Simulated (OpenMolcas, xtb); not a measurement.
How methods differ on InNH2F2 (SMILES [NH2][In]([F])[F])

The species is InNH2F2 (6 atoms), meant as a singlet with charge 0. SMILES: `[NH2][In]([F])[F]`. The coordinates come from a PBE0-D4/def2-TZVP relaxation.

Each level gives the electronic atomisation energy (eV). The values are calculated. Electronic energies at fixed atoms, without zero-point motion or spin-orbit coupling.

```csv
level,kind,program,value (eV),CPU time (all runs)
GFN0-xTB,semi-empirical,xtb,23.73,under 2 s
HF/def2-SVPD (core potential),Hartree–Fock,OpenMolcas,12.21,41 s
SVWN5/def2-SVPD (core potential),LDA,OpenMolcas,22.60,76 s
PBE/def2-SVPD (core potential),GGA,OpenMolcas,19.57,89 s
revPBE/def2-SVPD (core potential),GGA,OpenMolcas,18.66,97 s
M06-L/def2-SVPD (core potential),meta-GGA,OpenMolcas,19.03,2.4 min
TPSS/def2-SVPD (core potential),meta-GGA,OpenMolcas,19.20,2 min
BHLYP/def2-SVPD (core potential),global hybrid,OpenMolcas,17.77,81 s
```

The values span 12.21 to 23.73 eV. GFN0-xTB: no spin polarisation, so open shells miss the exchange term that lowers them. CPU times are rough (shared hosts, several kinds of processor and program).

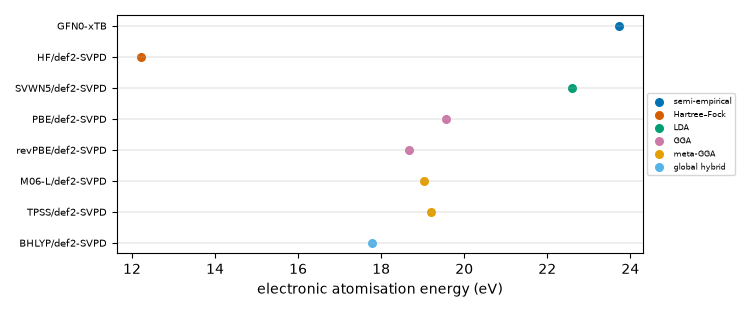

The values of the table, level by level.
